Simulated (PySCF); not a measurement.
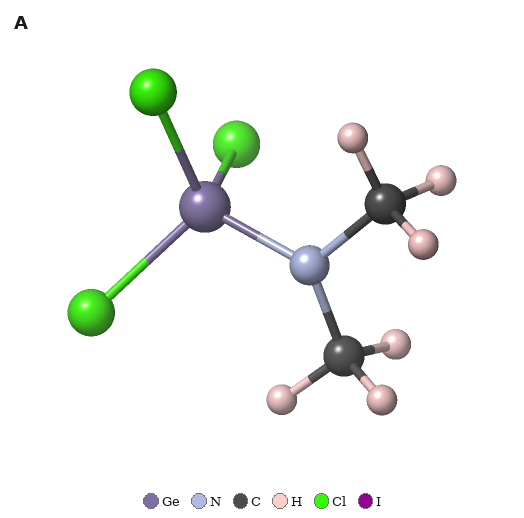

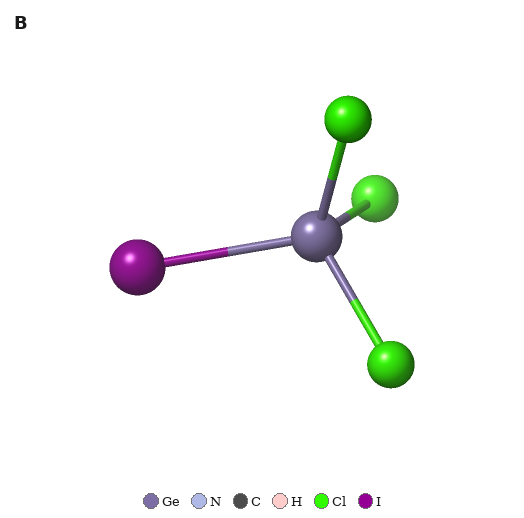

Two related species, optimised with PBE0-D3(BJ)/def2-SVP; properties computed with PySCF 2.14.0. Both: charge 0, singlet.

What are A and B?

A is Ge(NMe2)Cl3, B is GeICl3.

Compare them. With B3LYP/def2-SVPD: dipole moment (D), HOMO–LUMO gap (eV), HOMO energy (Kohn–Sham orbital) (eV), lowest vertical singlet excitation (eV), mean static polarisability (bohr³). With PBE0-D3(BJ)/def2-SVP: mean Ge–Cl length (Å).

```tsv
quantity	A	B
dipole moment (D)	2.70	1.19
HOMO–LUMO gap (eV)	5.17	4.99
HOMO energy (Kohn–Sham orbital) (eV)	−7.05	−8.22
lowest vertical singlet excitation (eV)	4.24	4.02
mean static polarisability (bohr³)	104.6	107.5
mean Ge–Cl length (Å)	2.140	2.133
```

Each is one conformer, and no frequency run is at hand to confirm it as a minimum.
